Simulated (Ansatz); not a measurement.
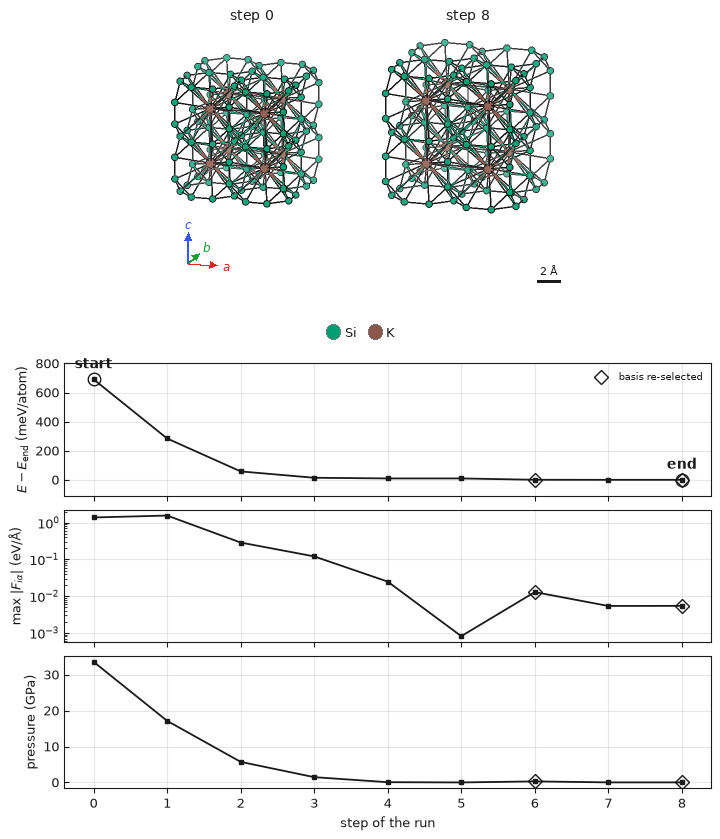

First and last geometry of a relaxation of solid KSi6 (a generated structure, set up in Pm-3m), with the history of the run. A ball-and-stick model of the cell of the calculation, seen slightly off an axis.

The start is a swapped structure.

All numbers below come from DFT, PAW plane waves, PBEsol (Ansatz 0.2.0). (plane-wave cutoff 420 eV; k-point mesh 7 × 7 × 7; occupations fermi dirac; smearing width 0.1 eV; no spin polarisation; cell and atoms relaxed; at most 80 steps)

**What do the curves and the structures tell?**

It converged. Over 6 accepted moves (8 points after the start) the energy falls by 691 meV per atom. Largest force component: 1.4 eV/Å at the start, 0.0054 eV/Å at the end. Pressure: 33.58 GPa at the start and 0.02 GPa at the end. The SCF was repeated twice at an unchanged geometry on a basis and grid sized afresh for the cell, which shifted the energy by 9.3 meV per atom at most. The largest moves relative to the cell, 0.015 Å, are those of Si atoms. K stays in place. Cell: a = b = c 5.114 → 5.850 Å (+14.4 %). Volume +49.7 %. Some distances before and after: K–Si 3.754 → 4.298 Å, Si–Si 3.099 → 3.516 Å, Si–Si 2.015 → 2.334 Å, Si–Si 2.191 → 2.486 Å. The space group stays Pm-3m (No. 221).
